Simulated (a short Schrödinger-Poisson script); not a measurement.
Stack: MOS inversion layer, SiO2 on p-type Si(100), at 300 K.

```tsv
layer	material	thickness (nm)	Na (cm⁻³)
1	SiO2	1.4	-
2	Si	230	3.4e18
```

Constants are typed, rounded textbook-type inputs, not results; the design itself was drawn at random and stands for no fabricated device. SiO2: permittivity 3.9, conduction-band edge (eV) 3.15, gap (eV) 9, electron mass (mₑ) 0.5. Si: permittivity 11.7, conduction-band edge (eV) 0, gap (eV) 1.124, Nv at 300 K (cm⁻³) 3.1e19.

Channel valleys (confinement mass, in-plane density-of-states mass, number): Δ2 0.916, 0.19, 2; Δ4 0.19, 0.417, 4. At the gate the conduction-band edge of layer 1 lies 3.92 eV − eVg above the Fermi level of the channel; the field vanishes at the back. Gaps are held at their typed values at every temperature. Mesh 0.03 nm at interfaces.

From a short Schrödinger-Poisson script (our own, NumPy): 1D Poisson equation in equilibrium, electrons quantum, Hartree (BenDaniel-Duke, 12 states a valley, the channel's in-plane mass for all, wave functions free to enter the dielectric), parabolic valleys, classical holes, full ionisation, no traps, pinning or gate leakage.

Only gate voltages with over 1e8 electrons/cm² are shown.

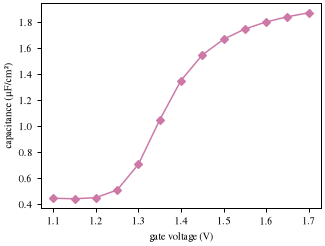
Fig. 1. Quasi-static capacitance against gate voltage

```
Vg (V)  electrons (cm⁻²)  C (μF/cm²)  Δ2 E0 (meV)  Δ2 E1 (meV)  Δ4 E0 (meV)  Δ4 E1 (meV)
------  ----------------  ----------  -----------  -----------  -----------  -----------
1.1               2.81e8       0.447        252.2        373.8        336.4        533.5
1.15              1.24e9       0.443        213.5        337.2        298.9        499.6
1.2               5.50e9       0.452        174.9        300.5        261.4        465.6
1.25             2.37e10       0.510        136.9        264.4        224.5        432.0
1.3              9.16e10       0.708        101.7        231.0        190.3        400.8
1.35             2.72e11        1.05         73.0        204.0        162.7        375.8
1.4              5.86e11        1.35         52.2        185.0        142.9        358.1
1.45             9.99e11        1.55         37.3        171.7        129.0        345.9
1.5              1.47e12        1.67         25.9        162.0        118.7        337.0
1.55             1.99e12        1.75         16.8        154.4        110.5        330.2
1.6              2.52e12        1.80          9.1        148.3        103.8        324.7
1.65             3.08e12        1.84          2.3        143.2         98.1        320.2
1.7              3.65e12        1.87         -3.6        138.8         93.1        316.3
```

Subbands count from the Fermi level.
